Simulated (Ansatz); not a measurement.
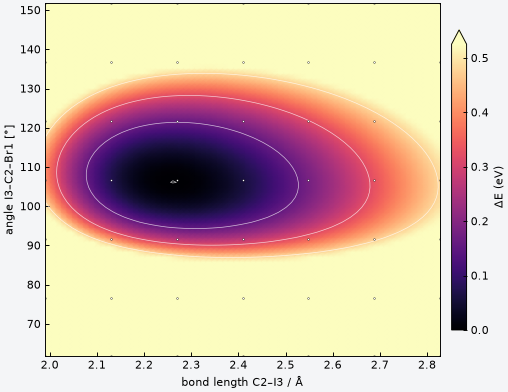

CHBrI, SMILES Br[CH-]I, charge −1. Coordinates scanned: (1) bond length C2–I3; (2) angle I3–C2–Br1. Nothing is relaxed (all other coordinates rigid). The grid has 7 × 7 points. Energies: eV, counted from the lowest grid point. All numbers below come from RKS PBE0-D4/def2-TZVPD (Ansatz 0.2.0).

The picture shows a smooth colour map with a few white contour lines, dots at the grid points, one colour for all values above the top of the scale. Between grid points the surface is interpolated.

Q: Where is the minimum, and how stiff is the well along each coordinate?

A: The interpolated minimum is at bond length C2–I3 ≈ 2.260 Å, angle I3–C2–Br1 ≈ 107.1°. The curvatures there are about 6.8 eV/Å² and 6.1 eV/rad², with a cross term of about 0.5 eV/(Å·rad). Round the minimum the two coordinates are weakly coupled (coupling 0.08 in units of the two stiffnesses).
